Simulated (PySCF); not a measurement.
# C5H6BF3: the cost of one run

Computed with PySCF 2.14.0, with density-fitted response routines of our own, on a single molecule, in the gas phase or a continuum. Atoms count from 0, in the outputs and in this text.

## 1. The molecule as given

15 atoms, charge 0, multiplicity 1; geometry from: GFN2-xTB. The atoms were then displaced at random by about 0.01 Å, so the start is not that level's minimum.

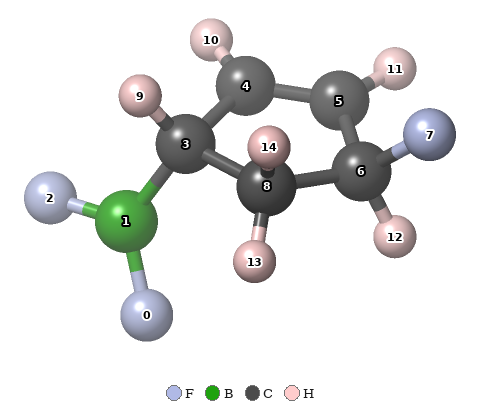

The starting geometry (fluorine light blue, boron green, carbon dark grey, hydrogen pink), atoms numbered.

## 2. Geometry optimisation at PBE0-D3(BJ)/def2-SVP

The job: settings as JSON, then the geometry in Å.

```
{"job": {"xc": "PBE0", "basis": "def2-SVP", "d3": "d3bj", "grid": 1, "shake": 0.01, "kind": "geom"}, "charge": 0, "multiplicity": 1}
F      1.918390    -1.547680     1.108510
B      1.977100    -0.390800     0.444100
F      3.085310     0.267350     0.639990
C      0.854730     0.178050    -0.483310
C      0.114030     1.296000     0.231810
C     -1.131390     1.003800     0.563780
C     -1.491140    -0.382890     0.110540
F     -2.661490    -0.366820    -0.624460
C     -0.322450    -0.820670    -0.747520
H      1.252530     0.564550    -1.395850
H      0.620460     2.218420     0.474790
H     -1.829920     1.625300     1.085070
H     -1.721040    -1.043180     0.947190
H     -0.045110    -1.850170    -0.552710
H     -0.635360    -0.768630    -1.809180
```

Started as:

```sh
$ OMP_NUM_THREADS=1 python probes_run.py task.json out
```

One launch serves the whole session: the jobs run in the order shown.

**Question.** How long does this first job take on 1 thread of Arm Neoverse V1, shared host, and how much memory does it need?

About 3.1 min, with a peak of 0.64 GiB.
